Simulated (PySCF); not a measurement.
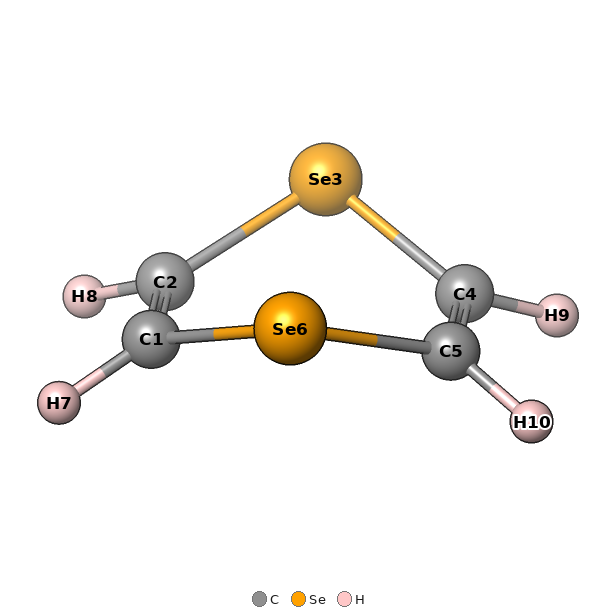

Depth is shown by fading: the farther an atom, the more it takes the colour of the background. The computed structure is the end point of a PBE0-D3(BJ)/def2-SVP optimisation. No frequency run is at hand to confirm it as a minimum.

**What is the conformation of the ring C1–C2–Se3–C4–C5–Se6?**

It is a boat (Cremer–Pople θ = 90°, folded into 0 to 90°). The Cremer–Pople amplitude Q is 0.75 Å.

**Give the torsion angles round the ring, beginning with the bond from its second to its third atom.**

39°, −39°, 0°, 39°, −39°, 0°.
